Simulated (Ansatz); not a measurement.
```xyz
10

Si   -0.2503   -0.2397   -0.1449
S     0.4939    1.1136    1.3874
H    -1.5845    0.3465   -0.4724
H     0.7639   -0.2672   -1.2435
N    -0.5263   -1.8959    0.3069
H     0.2688    2.5281   -0.8442
F     0.0251    2.2925   -1.7000
H     1.7977    0.7347    1.2542
H    -1.2655   -2.1028    0.9849
H     0.2772   -2.5100    0.4716
```

Not at a stationary point (largest force 1.3 eV/Å).

The calculation used UKS PBE-D4/def2-SVP (Ansatz).

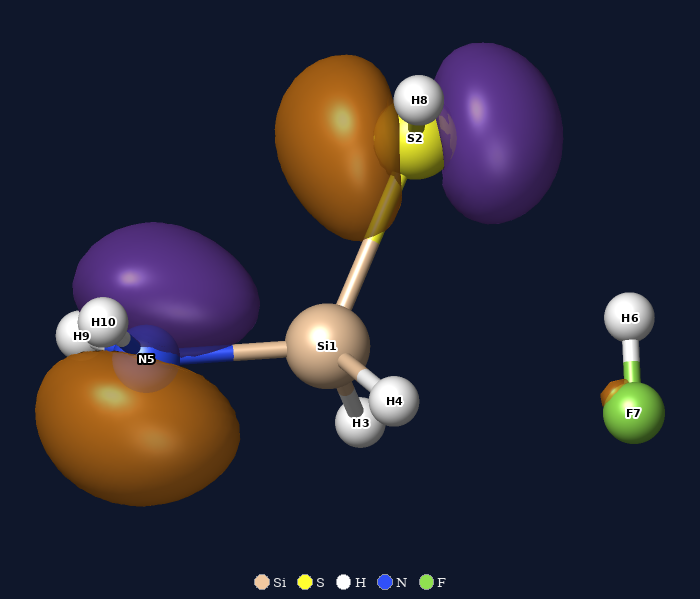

H5NSSi···HF. The HOMO at ±0.15 Å⁻³ᐟ² (orange and purple are the two phases), seen at a tilt.

**What is the character of this orbital?**

By Hirshfeld shares it lies mainly on N5 (about 50 %) and S2 (about 30 %); largely a combination of lone pairs on N5 and S2. Its energy is −5.90 eV.
